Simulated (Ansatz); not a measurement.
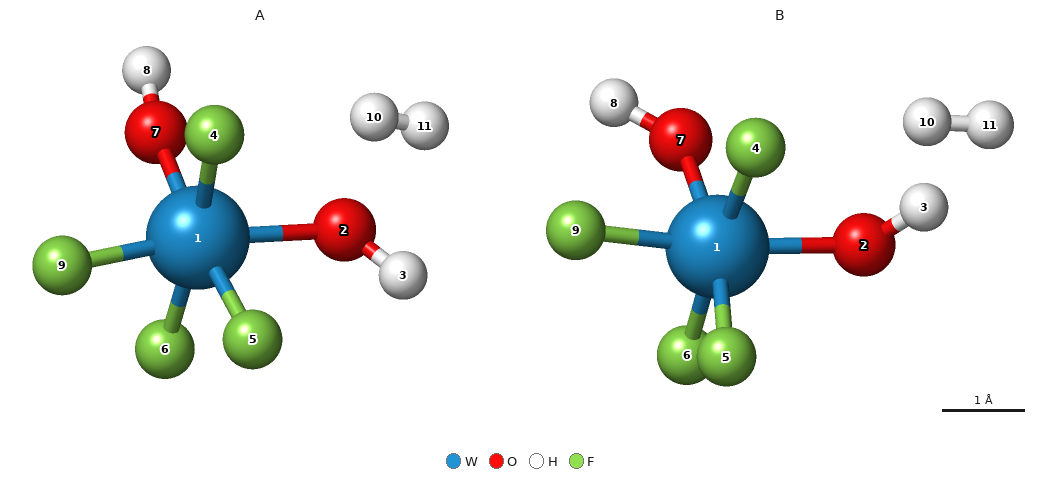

Two geometries of WH₄O₂F₄, drawn at one scale. One is the start of a relaxation, the other its converged end. A ball-and-stick model, seen at a tilt.

Theory: RKS LDA/def2-SVP (Ansatz). Settings: no spin polarisation; force threshold 0.03 eV/Å; at most 50 steps.

> Which one is relaxed?

Structure B is the relaxed one. The run prepares an end point of a later path (reaction) calculation, from a guessed geometry. The energy falls by 0.281 eV in 23 accepted moves (25 points after the start). Largest force component: 2 eV/Å at the start, 0.026 eV/Å at the end. The line search rejected the trial steps at points 18, 24 of the run. The forces were under the threshold at step 23, but the run went on from there. The atom that moves furthest after the best rigid fit is H3 (0.87 Å). Largest moves by element: H 0.87 Å, F 0.61 Å, O 0.21 Å, W 0.15 Å. Among the contacts that change: W1–H10 2.931 → 3.318 Å, W1–O2 1.907 → 1.847 Å, H10–H11 0.728 → 0.789 Å, W1–O7 1.830 → 1.859 Å. Bond angles that change, for instance: W1–O7–H8 169.9° → 135.5°, O7–W1–F9 97.8° → 85.4°, O2–W1–F5 83.9° → 95.5°. The run took 28 s on 4 threads of Arm Neoverse V2 (shared host), peak memory 0.19 GiB.
